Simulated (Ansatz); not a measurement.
The starting structures come from a database of crystals and need not be the phases stable at ambient conditions.

Where the default PAW files enter, the runs use the earlier of Ansatz's two default sets.

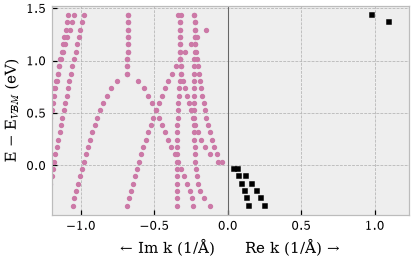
Complex bands at the centre of the two-dimensional zone; r2SCAN (Ansatz, a first-principles code)

No gap correction and no spin-orbit coupling; mid-gap is the computed energy nearest the middle.

Task: This is BP (P6_3mc, wurtzite, not sure to be the ambient phase, 4 atoms a cell, 11.6 Å³ an atom) along the normal of (100). Read off the slowest decay at the centre of the two-dimensional zone at 0.59 eV, the computed energy nearest the middle of the gap.

Result: κ ≈ 0.17 1/Å, a decay length 1/(2κ) of the density of 3.0 Å.
